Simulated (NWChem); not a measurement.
# GeF2 (SMILES [F][Ge][F]) at PBE0/aug-pcseg-0

What is the electronic atomisation energy of GeF2 at PBE0/aug-pcseg-0? 

Program for the calculation: NWChem 7.3.0.

## (1) The molecule

The species is GeF2 (3 atoms), meant as a singlet with charge 0. SMILES: `[F][Ge][F]`. The coordinates come from a PBE0-D4/def2-TZVP relaxation.

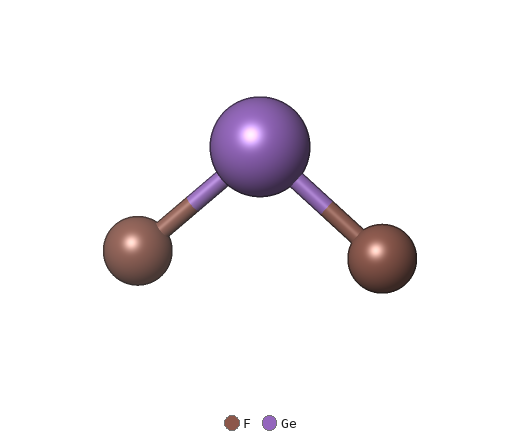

Viewed from a chosen angle; fluorine brown, germanium purple.

## (2) A single-point energy at PBE0/aug-pcseg-0

f2ge.nw

```
echo
start f2ge
title "F2Ge PBE0"
memory stack 880 mb heap 220 mb global 1100 mb
charge 0

geometry noautosym nocenter noautoz
  F     -0.675900    -1.101800    -0.497500
  Ge     0.637500    -0.295200     0.320200
  F      0.027600     1.332100     0.164100
end

basis spherical bse
  * library aug-pcseg-0
end

dft
  xc pbe0
  grid fine
  convergence energy 1e-08
  iterations 100
  mulliken
  print low
end

task dft energy
```

Started as:

```
nwchem f2ge.nw > f2ge.out
```

Log:

```text
[...]
 d= 0,ls=0.0,diis     1  -2273.1143297359 -2.46D+03  3.67D-02  8.43D-01     1.3
[...]
 d= 0,ls=0.0,diis     7  -2273.2216495583 -4.54D-09  2.19D-06  3.78D-08     5.9
         Total DFT energy =    -2273.221649558288
      One electron energy =    -3548.731457349957
           Coulomb energy =     1183.770584432524
    Exchange-Corr. energy =      -99.323508083439
 Nuclear repulsion energy =      191.062731442584
[...]
      Total Density - Mulliken Population Analysis
     ---------------------------------------------
    Atom       Charge   Shell Charges
 -----------   ------   -------------------------------------------------------
    1 F    9     9.47   1.98  1.04  0.95 -0.04  2.40  2.93  0.20
    2 Ge  32    31.06   2.00  2.00  2.00  1.16  0.88  0.03  5.99  5.71  0.65  0.68 -0.01  9.98
    3 F    9     9.47   1.98  1.04  0.95 -0.04  2.40  2.93  0.20
[...]
```

Run time: 6.6 s. Hardware: 1 thread of Intel Xeon Platinum 8259CL at 2.50GHz (Skylake/Cascade Lake), shared host; peak memory 0.11 GiB.

## (3) The F atom, same level

run.nw

```
START run
memory stack 880 mb heap 220 mb global 1100 mb
charge 0

GEOMETRY units angstrom noautosym nocenter noautoz
  F     0.000000    0.000000    0.000000
END

BASIS "ao basis" spherical bse
  * library aug-pcseg-0
END

DFT
  xc pbe0
  mult 2
  grid fine
  convergence energy 1e-08
  iterations 100
  mulliken
  noprint "final vectors analysis"
END

TASK dft
```

Run the same way, it converges to -99.37308 Eh (log not shown).

## (4) The Ge atom, same level

work.nw

```
echo
start work
memory 2200 mb
charge 0
geometry units angstroms noautosym nocenter noautoz
  Ge       0.000000       0.000000       0.000000
end
basis spherical bse
  * library aug-pcseg-0
end
dft
  xc pbe0
  mult 3
  grid fine
  convergence energy 1e-08
  iterations 100
  mulliken
  print low
end
task dft energy
```

Run the same way, it converges to -2074.09183 Eh (log not shown).

## (5) What came out

Level: PBE0/aug-pcseg-0.

| quantity | value |
| --- | --- |
| molecule: total energy | -2273.22165 Eh |
| F atom: total energy | -99.37308 Eh |
| F atom: ⟨S²⟩ | 0.751 |
| Ge atom: total energy | -2074.09183 Eh |
| Ge atom: ⟨S²⟩ | 2.000 |
| electronic atomisation energy | 10.440 eV |

Taking the molecule apart into free atoms costs 10.44 eV (1007 kJ/mol), before zero-point energy and without spin-orbit coupling. The basis has no polarisation functions, which makes bonds too weak.
